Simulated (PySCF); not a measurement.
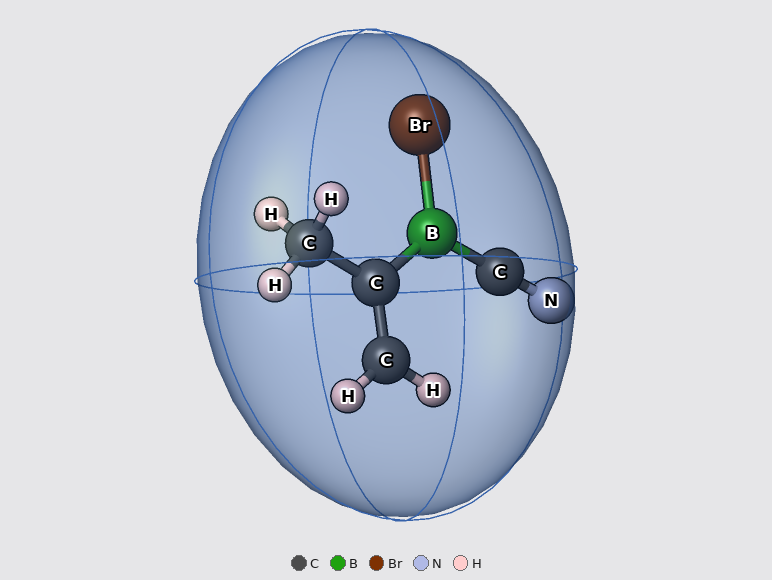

The ellipsoid shows the static dipole polarisability: its half-axes are proportional to the principal values. Computed geometry: GFN2-xTB optimisation. No frequency run is at hand to confirm it as a minimum. Method: B3LYP/def2-SVPD (PySCF 2.14.0).

How large and how anisotropic is the polarisability?

Principal values 58.2, 97.6, 111.2 bohr³; mean 89.0 bohr³ (13.19 Å³); anisotropy 47.7 bohr³, so the longest axis is 1.91 times the shortest.

The geometry is semi-empirical. Around B, Br such bond lengths and angles can be off by a tenth of an ångström or more and by several degrees, and values that hang on the shape move with them.
